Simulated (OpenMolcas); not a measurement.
CH5GaO (SMILES C[O][GaH2]): methods side by side

CH5GaO: 8 atoms, total charge 0, spin state singlet. As SMILES, `C[O][GaH2]`. Geometry: relaxed at PBE0-D4/def2-TZVP.

```xyz
8

C    -0.6168    0.9726   -0.4229
O    -0.7053   -0.2735    0.2135
Ga    0.7032   -1.3020    0.5793
H    -1.2002    0.9620   -1.3506
H     0.4142    1.2562   -0.6766
H    -1.0306    1.7542    0.2243
H     2.0939   -0.7328    0.1429
H     0.3417   -2.6367    1.2901
```

Quantity: the energy change with the C1–H4 bond stretched from 1.096 to 1.425 Å, in eV. The values are calculated.

| level | kind | program | value (eV) | less CCSD(T)/cc-pVDZ | CPU time (all runs) |
| --- | --- | --- | --- | --- | --- |
| HF/cc-pVDZ (unrestricted) | Hartree–Fock | OpenMolcas | 1.09 | +0.20 | 14 s |
| SVWN5/cc-pVDZ (restricted) | LDA | OpenMolcas | 0.82 | -0.07 | 28 s |
| PBE/cc-pVDZ (restricted) | GGA | OpenMolcas | 0.82 | -0.07 | 42 s |
| r2SCAN/cc-pVDZ (restricted) | meta-GGA | OpenMolcas | 0.90 | +0.01 | 59 s |
| B3LYP/cc-pVDZ (restricted) | global hybrid | OpenMolcas | 0.89 | 0.00 | 39 s |
| M06-2X/cc-pVDZ (restricted) | hybrid meta-GGA | OpenMolcas | 0.95 | +0.06 | 51 s |
| B2PLYP/cc-pVDZ (restricted) | double hybrid | OpenMolcas | 0.93 | +0.04 | 30 s |
| MP2/cc-pVDZ (restricted) | perturbation theory | OpenMolcas | 0.96 | +0.07 | 7.9 s |
| CCSD(T)/cc-pVDZ (restricted) | coupled cluster or CI | OpenMolcas | 0.89 | 0.00 | 64 s |

Differences are taken from CCSD(T)/cc-pVDZ (restricted) for orientation; it has basis-set and higher-order errors of its own. All-electron rows without a relativistic Hamiltonian named are non-relativistic. The first shape isn't each level's own minimum. The values span 0.82 to 1.09 eV. In the correlated wave-function rows the outer d shell of Ga is correlated, in sets not made for it. CPU times are rough (shared hosts, several kinds of processor): they show what a rung costs within a factor of a few.

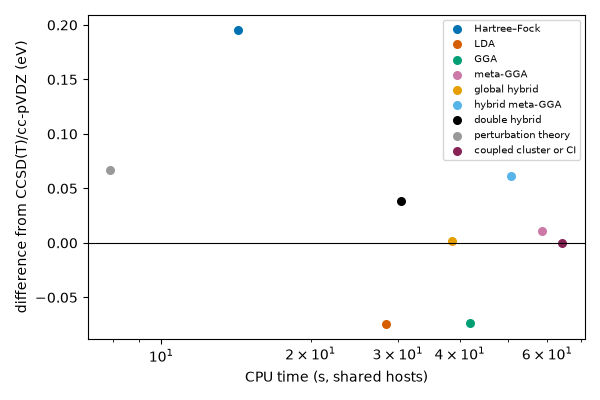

Difference from CCSD(T)/cc-pVDZ against processor time, one point a level.
